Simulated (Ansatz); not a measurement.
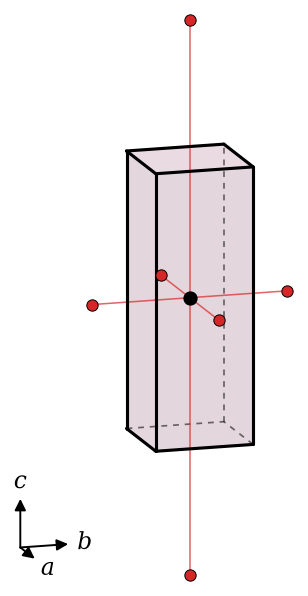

The Wigner–Seitz cell of the crystal's lattice, with lines to the lattice points that define its faces. Crystal: HfZrS3, coordinates from a relaxation with DFT PBE, scalar-relativistic, plane waves, PAW (Ansatz 0.2.0); the starting structure was generated, so it need not be a known form of this composition. Symmetry computed with spglib at a tolerance of 0.002 Å; standard conventional cell.

a = 3.393 Å, b = 3.393 Å, c = 9.524 Å, α = 90.00°, β = 90.00°, γ = 90.00°; space group No. 123, P4/mmm.

Question: Which of Fedorov's five parallelohedra is it?

Answer: A parallelepiped: 6 faces (6 with 4 edges), 12 edges, 8 vertices. Its volume is that of the primitive cell, 109.7 Å³.

Question: Which lattice vectors do the faces bisect?

Answer:
```csv
example,length (Å),faces,edges of each,area (Å²)
a,3.39,4,4,32.3
c,9.52,2,4,11.5
```
